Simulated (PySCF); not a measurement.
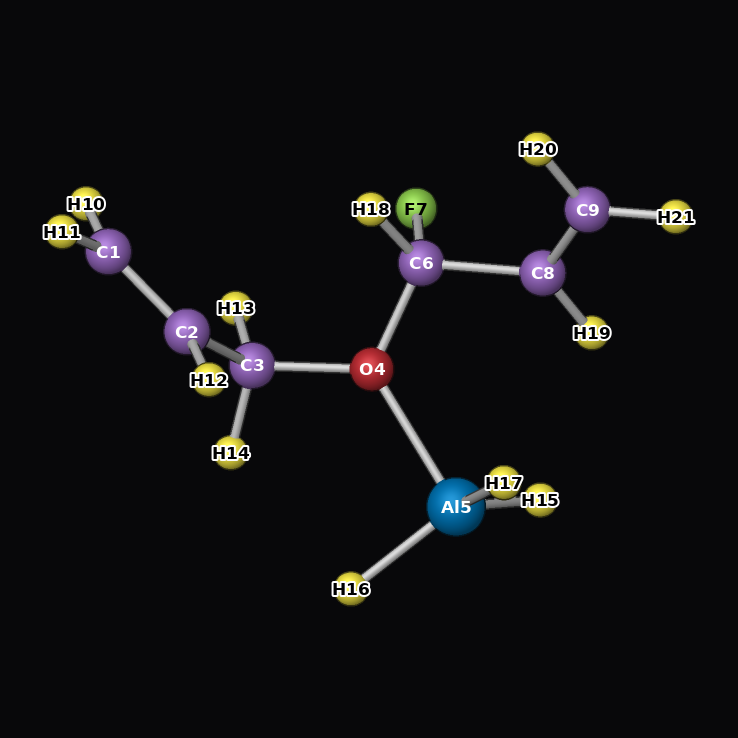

The questions are on isotropic NMR shieldings of the C atoms. The computed structure is the end point of a GFN2-xTB optimisation. No frequency run is at hand to confirm it as a minimum. Method: GIAO PBE0/pcSseg-1 NMR shielding, non-relativistic, gas phase (PySCF 2.14.0).

List the isotropic NMR shieldings of the C atoms.

```csv
atom,σ (ppm)
C1,56.0
C2,47.3
C3,109.9
C6,74.6
C8,45.7
C9,55.9
```

The geometry is semi-empirical. Around Al such bond lengths and angles can be off by a tenth of an ångström or more and by several degrees, and values that hang on the shape move with them.
